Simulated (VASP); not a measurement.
Shape and ions are relaxed at each volume.

Energy against volume of WC (wc). These are PBEsol GGA, VASP's PBE PAW potentials (set 64) (plane waves; VASP) values and carry that method's errors.

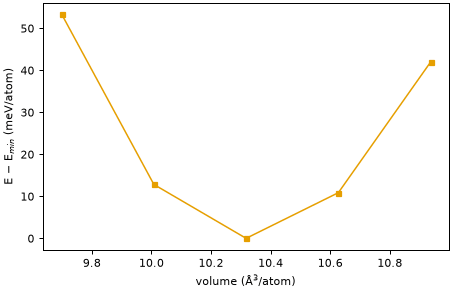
Figure: Energy against volume

Estimate the equilibrium volume and the bulk modulus.

The minimum lies near 10.3 Å³/atom, and the curvature gives B0 of about 410 GPa.

The compound is WC in the wc structure. It was relaxed first.
